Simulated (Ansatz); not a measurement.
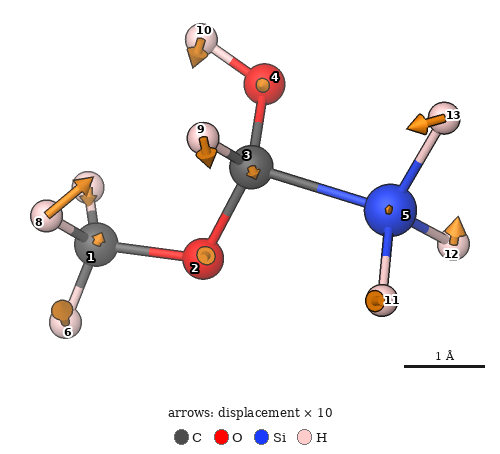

This is a relaxation of C2H8O2Si. The starting structure is drawn; orange arrows show the displacements, 10 times their true length. The two geometries are superimposed by the best rigid fit.

Style: ball-and-stick. Shown at a tilt.

The start comes from PBE-D4/def2-SVP.

Method: RKS PBE0-D4/def2-TZVP in Ansatz 0.2.0. Settings: force threshold 0.005 eV/Å; at most 150 steps.

Which element moves most?

Answer. Hydrogen: up to 0.078 Å, against 0.034 Å for oxygen.

Describe the change and its energy.

Answer. An H atom moves most after the best rigid fit: 0.078 Å. By element the largest moves are H 0.078 Å, O 0.034 Å, C 0.019 Å, Si 0.009 Å. Some distances before and after: C–H 1.125 → 1.105 Å, H–Si 1.504 → 1.485 Å, C–H 1.107 → 1.090 Å, C–Si 1.923 → 1.906 Å. After 7 geometry steps the energy has fallen by 4.97 kJ/mol. Largest force component: 0.63 eV/Å at the start, 0.0045 eV/Å at the end. The run took 29 s on 4 threads of Arm Neoverse V2, on a shared host.
